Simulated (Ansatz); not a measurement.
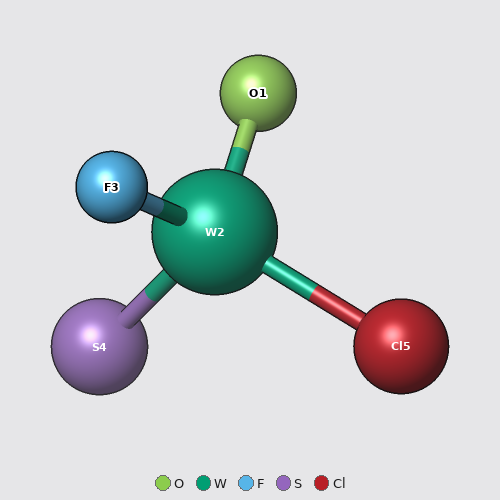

The system is ClFOSW, SMILES [O]=[W]([F])(=[S])[Cl]; the picture shows the reference structure. 
- First axis: bond length O1–W2. Second axis: bond length W2–Cl5.
- Nothing is relaxed (all other coordinates rigid).
- Grid: 11 × 11 points. At 11 points there is no value (left out of the scan, as a rule where atoms come close).
- All energies are given in kJ/mol relative to the lowest grid point.
- The reference is spin-restricted, which grows unreliable where a bond is stretched far.
- These are results of RKS PBE0-D4/def2-SVP in Ansatz, not measurements.

Its coordinates:

```xyz
5

O    -0.3555   -0.5103    1.6163
W     0.0855   -0.0596    0.0510
F     1.7900   -0.6931   -0.3176
S    -1.3001   -0.9912   -1.2597
Cl   -0.1700    2.1805   -0.1313
```

Range: bond length O1–W2 from 1.384 to 2.531 Å; bond length W2–Cl5 from 1.900 to 2.941 Å.

Question: What will the energy surface look like?

Answer: The lowest grid point is at bond length O1–W2 = 1.728 Å, bond length W2–Cl5 = 2.212 Å. It is the only kind of minimum in the scanned range. The highest grid point, bond length O1–W2 = 2.531 Å, bond length W2–Cl5 = 2.941 Å, lies 798 kJ/mol above the lowest. Round the minimum the two coordinates are nearly uncoupled.

```csv
"bond length W2–Cl5 ↓, bond length O1–W2 →",1.384,1.499,1.613,1.728,1.843,1.958,2.072,2.187,2.302,2.417,2.531
2.941,–,308,190,183,238,324,423,525,623,715,798
2.836,–,273,154,146,201,287,385,487,586,678,760
2.732,–,239,119,110,164,250,348,450,548,640,722
2.628,–,205,85,75,128,213,311,413,511,603,685
2.524,–,175,54,43,95,180,277,378,476,568,650
2.420,–,152,29,17,68,152,248,349,447,538,620
2.316,–,139,14,1,51,133,229,329,426,517,599
2.212,–,142,15,0,49,130,225,324,420,511,592
2.108,–,170,41,24,71,151,244,342,438,527,608
2.004,–,237,105,85,130,208,300,397,491,580,660
1.900,–,361,225,203,245,321,411,506,599,686,765
```

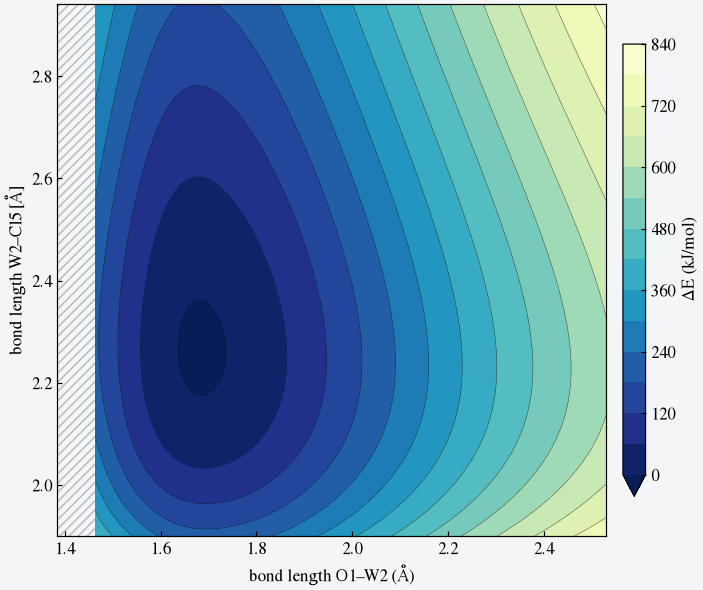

The picture shows filled contours, hatched blanks where no value was computed. Between grid points the surface is interpolated.

Each point was launched as `ansatz run input.yaml --threads 1 --pin off --max-ram 2560MiB --backend cpu --events-out ev --progress --plain --runs-dir out`. The whole map (110 points run) took 9.3 min on 1 thread of Arm Neoverse V2 (shared host).
